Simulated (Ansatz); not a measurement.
# Ligand exchange: GeH(CH3)Cl2 + Cl2 → GeHCl3 + CH3Cl

Species: GeH(CH3)Cl2, singlet; Cl2 (chlorine), singlet; GeHCl3 `[Cl][GeH]([Cl])[Cl]`, singlet; CH3Cl (chloromethane) `CCl`, singlet. The partners trade CH3 for Cl: Ge–CH3 and Cl–Cl bonds give way to Ge–Cl and Cl–CH3.

Shapes, held fixed at every level: PBE0-D4/def2-TZVP. Programs: Ansatz 0.2.0. The zero-point and thermal change to 298 K, harmonic and unscaled (PBE0-D4/def2-TZVP), is +2.7 kJ/mol.

| level | kind | ΔH(298 K) (kJ/mol) | less CCSD(T)/def2-TZVPP |
| --- | --- | --- | --- |
| HF/def2-SVP | Hartree–Fock | -198.0 | -29.7 |
| HF/def2-TZVPP | Hartree–Fock | -190.0 | -21.7 |
| SPW92/def2-TZVPP | LDA | -156.4 | +11.9 |
| PBE0-D4/def2-TZVPP | global hybrid | -166.4 | +1.9 |
| r2SCAN0-D4/def2-TZVPP | global hybrid | -174.5 | -6.2 |
| wB97M-V/def2-TZVPP | range-separated hybrid | -166.1 | +2.2 |
| CCSD/def2-TZVPP | coupled cluster or CI | -170.0 | -1.7 |
| CCSD(T)/def2-TZVPP | coupled cluster or CI | -168.3 | 0.0 |

The highest level, CCSD(T)/def2-TZVPP, gives ΔH(298 K) = -168.3 kJ/mol; the levels span -198.0 to -156.4. The column of differences is taken from that level and isn't an error. No measured value is set beside it here. Relativity is left out for Ge. Outer-core shells of Ge are correlated, in sets that cover them unevenly.

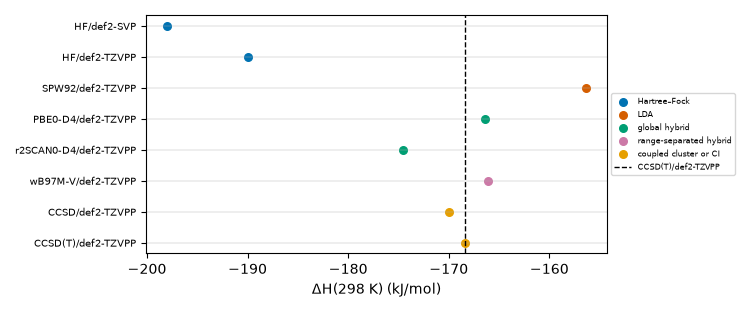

The values of the table, level by level.
